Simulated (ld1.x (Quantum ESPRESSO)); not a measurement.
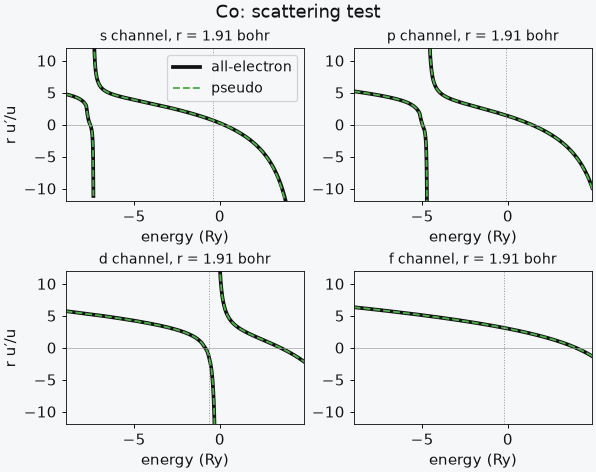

Logarithmic derivatives r u′/u at the test radius against energy, all-electron atom (solid) and pseudo-atom (dashed). Here u = r R(r). The dotted line marks the reference energy of the channel.

* Element: cobalt
* Generator: ld1.x (Quantum ESPRESSO) 7.5
* Type: PAW
* Functional: LDA (PZ)
* Relativity: scalar-relativistic
* Frozen core: [Ne]
* Valence charge: 17
* Reference configuration: 3s2 3p6 3d7 4s2 4p0
* Partial waves: 3s (bound): rcut 1.20, rcutus 1.45 bohr; 4s (bound): rcut 1.20, rcutus 1.45 bohr; 3p (bound): rcut 1.15, rcutus 1.25 bohr; 4p (bound, empty): rcut 1.15, rcutus 1.25 bohr; 3d (bound): rcut 1.30, rcutus 1.75 bohr; 3d channel at 3.5 Ry: rcut 1.30, rcutus 1.75 bohr; 4f channel at -0.2 Ry: rc 1.50 bohr
* Local potential: the f channel
* Core correction: Bessel-smoothed model core, default radius (core density twice the valence density)
* Augmentation charge: PSQ, inside the norm-conserving radii

> What does the plot say about ghosts?

The plot shows none: pseudo and all-electron curves have the same branches in all channels drawn. The separate test gives: no ghost state below the valence levels in the s, p, d, f channels.

> Where are the poles, the energies at which the radial function vanishes at the test radius?

s: all-electron at -7.4 Ry, pseudo at -7.4 Ry; p: all-electron at -4.7 Ry, pseudo at -4.7 Ry; d: all-electron at -0.2 Ry, pseudo at -0.2 Ry; f: all-electron at no energy in the range, pseudo at no energy in the range.

> Where do the curves cross zero?

s: all-electron -7.6 and 0.2 Ry, pseudo -7.6 and 0.2 Ry; p: all-electron -5.0 and 1.4 Ry, pseudo -5.0 and 1.4 Ry; d: all-electron -0.8 and 3.5 Ry, pseudo -0.8 and 3.5 Ry; f: all-electron 4.0 Ry, pseudo 4.0 Ry.
